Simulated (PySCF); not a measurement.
Molecule: B(H)(Et)2, SMILES CCBCC, singlet. Atoms near the plane z = 0.0 Å, at the GFN2-xTB optimised geometry (x, y, z in Å): B1 (-0.3, -0.6, 0.0), H2 (-0.8, -1.6, 0.0), C3 (-1.1, 0.8, 0.0), C4 (-2.6, 0.6, 0.0), H5 (-0.8, 1.4, -0.9), H6 (-0.8, 1.4, 0.9), H7 (-2.9, 0.1, 0.9), H8 (-3.0, 0.1, -0.8), H9 (-3.1, 1.6, 0.0), C10 (1.3, -0.6, 0.0), C11 (2.0, 0.8, 0.0), H12 (1.7, -1.1, -0.9), H13 (1.7, -1.2, 0.9), H14 (1.8, 1.3, 0.9), H15 (1.7, 1.4, -0.9), H16 (3.1, 0.7, 0.0).

Level of theory: B3LYP/def2-TZVP (PySCF). Cells within 0.4 Å of a nucleus heavier than hydrogen are left out (blank, or x). The values are rescaled to run from 0 to 1.

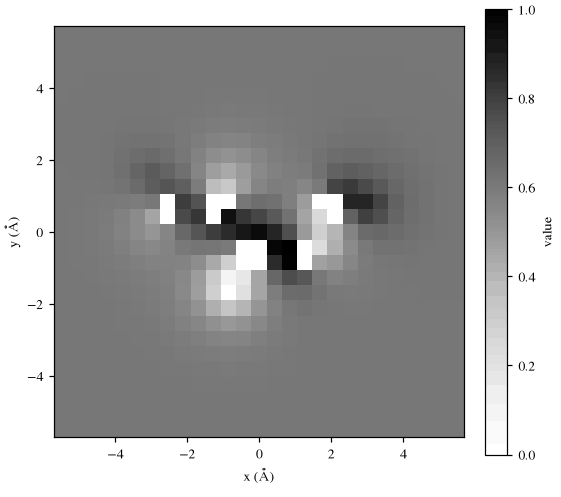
*a field on the plane z = 0.0 Å.*

Q: Which quantity is mapped?
A. deformation density (molecule minus spherical neutral atoms)
B. electron localisation function
C. Laplacian of the electron density
D. an orbital amplitude

A: D, an orbital amplitude. In full: HOMO−1 amplitude (bohr^(-3/2)), clipped to [-0.25, 0.25].
